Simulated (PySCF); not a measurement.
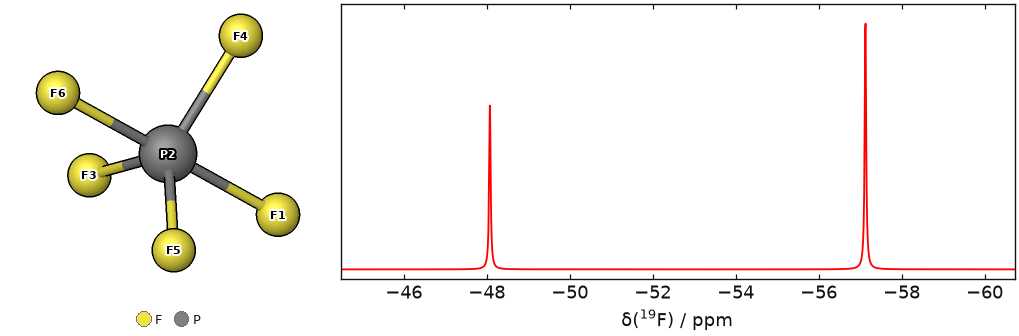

Spectrum and numbered structure of PF₅ (phosphorus pentafluoride), SMILES F[P](F)(F)(F)F. GIAO shifts, PBE0/pcSseg-2 in PySCF 2.14.0, at a PBE0-D3(BJ)/def2-SVP geometry (no frequency check), against CFCl₃ for ¹⁹F computed at the same level (¹⁹F: this reference is a hard case for the method, so all values can be off together by tens of ppm, and differences between signals are safer). Gas phase, fully decoupled, line heights follow the number of nuclei, widths are arbitrary (no quadrupolar broadening); values of one conformer, averaged over methyl-type rotors and exact or near symmetry.

Question: Which atoms give which ¹⁹F line?

Answer:
| δ (ppm) | nuclei | atoms |
| --- | --- | --- |
| −48.1 | 2 | F1, F6 |
| −57.1 | 3 | F3, F4, F5 |
